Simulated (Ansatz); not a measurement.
Cl$_{2}$GaH···H$_{2}$O

```xyz
7

Ga    0.1041    0.2922   -0.1232
H     0.0705    0.1448    1.4397
Cl    1.9030    0.7353   -1.2148
Cl   -1.7342    0.2316   -1.2535
O     0.1218   -2.4768    0.9624
H    -0.7994   -2.7574    0.7943
H     0.0066   -1.7174    1.5926
```

Not at a stationary point (largest force 0.8 eV/Å).

Theory: RKS PBE/def2-SVP in Ansatz 0.2.0.

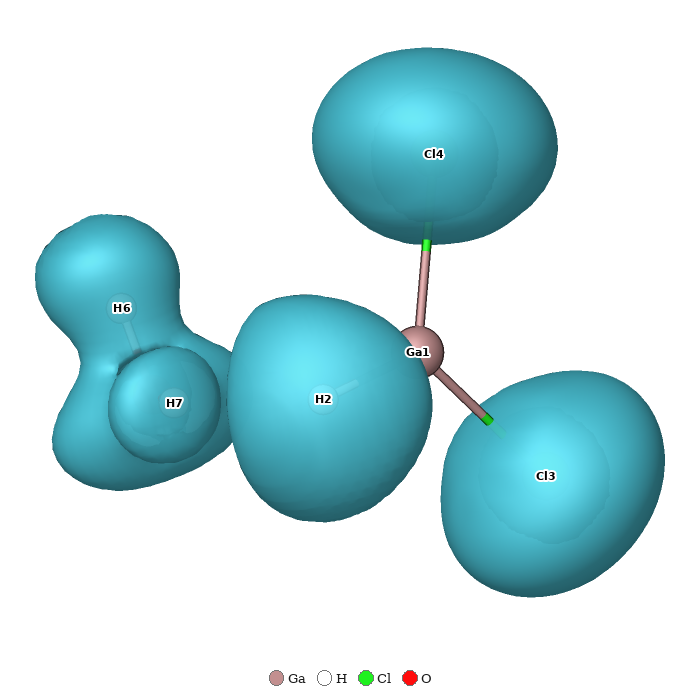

Figure 1. Isosurface of the electron localisation function at 0.75 (cyan), seen across its widest extent. Only the valence region is drawn (cores and ρ < 0.01 e/Å³ removed).

**Where are the electrons localised?**

At this value the surface marks out one region around a hydrogen nucleus, two regions wrapped around Cl (the valence shell of each) and one joined region spread over several atoms (H, O), in which their bonds and any lone pairs are merged. Profiles from the grid: Ga1···H7 (2.64 Å): the ELF dips to about 0.10 between them. Ga–Cl (2.15 Å): the ELF peaks at about 0.80 in the valence shell of Cl, 0.8 Å from its nucleus, and is about 0.55 at the midpoint.

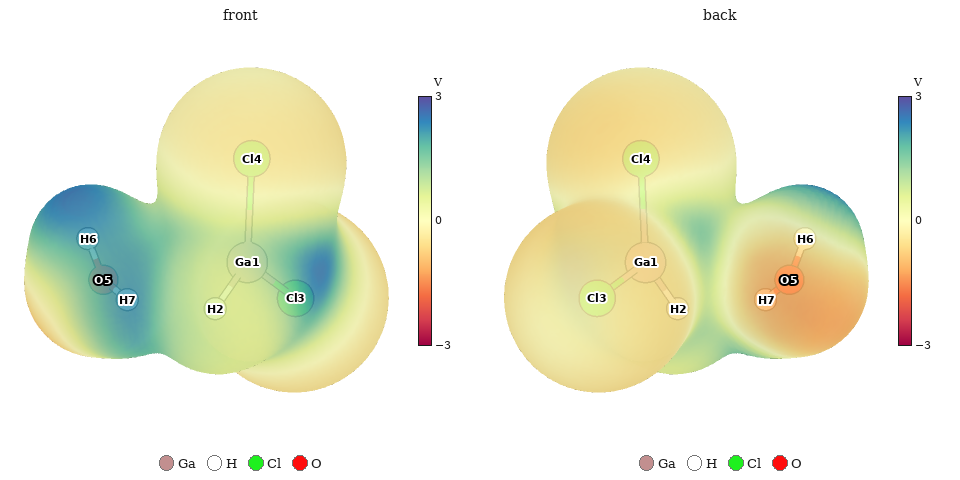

Figure 2. The molecular electrostatic potential painted on the density surface at 0.002 e/bohr³, seen from the front and from behind; the colour scale runs from red (negative) to blue (positive).

**Which sites attract a positive test charge, and which a negative one?**

A positive charge is drawn to the negative regions and a negative charge to the positive ones. The most negative region (about −1.3 V) lies over O5, the most positive (about +2.5 V) over Ga1 and H6. O5 is the likeliest acceptor of a hydrogen bond.

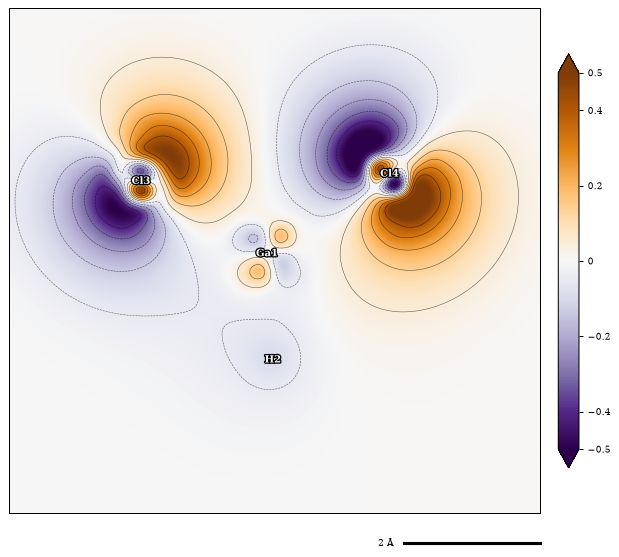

Figure 3. The HOMO−1 on the plane of atoms H2, Ga1 and Cl4 (values in Å⁻³ᐟ²; the overall sign is arbitrary).

**Where does this orbital lie, and at what energy?**

It lies mainly on Cl4 (about 50 %) and Cl3 (about 40 %); largely a combination of lone pairs on Cl4 and Cl3. Its energy is −7.50 eV.
